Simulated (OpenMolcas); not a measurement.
## How methods differ on C2H7NSi (SMILES C=N[SiH2]C)

C2H7NSi has 11 atoms, charge 0, and is taken as a singlet. SMILES: `C=N[SiH2]C`. The coordinates come from a PBE0-D4/def2-TZVP relaxation. This is one conformer, not always the lowest.

```xyz
11

C    -0.7632    2.0272    0.3899
N    -0.7495    1.0016   -0.3364
Si   -0.3792   -0.6028    0.2474
C     1.0686   -1.2710   -0.7132
H    -0.9977    3.0090   -0.0395
H    -0.5503    2.0236    1.4719
H    -0.0751   -0.5816    1.7134
H    -1.5904   -1.4347    0.0234
H     0.8495   -1.2702   -1.7830
H     1.2928   -2.2960   -0.4079
H     1.9599   -0.6622   -0.5455
```

Quantity: the dipole moment, in D. The values are calculated.

| level | kind | program | value (D) | CPU time |
| --- | --- | --- | --- | --- |
| HF/6-31G* (spherical functions) | Hartree–Fock | OpenMolcas | 1.48 | 6.2 s |
| BLYP/6-31G* (spherical functions) | GGA | OpenMolcas | 1.08 | 36 s |
| TPSS/6-31G* (spherical functions) | meta-GGA | OpenMolcas | 1.13 | 48 s |
| r2SCAN/6-31G* (spherical functions) | meta-GGA | OpenMolcas | 1.16 | 44 s |
| B3LYP/6-31G* (spherical functions) | global hybrid | OpenMolcas | 1.16 | 34 s |
| BHLYP/6-31G* (spherical functions) | global hybrid | OpenMolcas | 1.28 | 33 s |
| PBE0/6-31G* (spherical functions) | global hybrid | OpenMolcas | 1.20 | 33 s |
| B3LYP/6-31G* (Cartesian functions) | global hybrid | OpenMolcas | 1.16 | 35 s |

The values span 1.08 to 1.48 D. Magnitudes only. CPU times are rough (shared hosts, several kinds of processor and program).

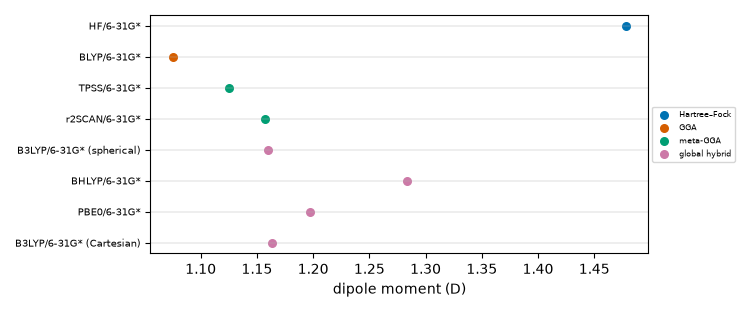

The values of the table, level by level.
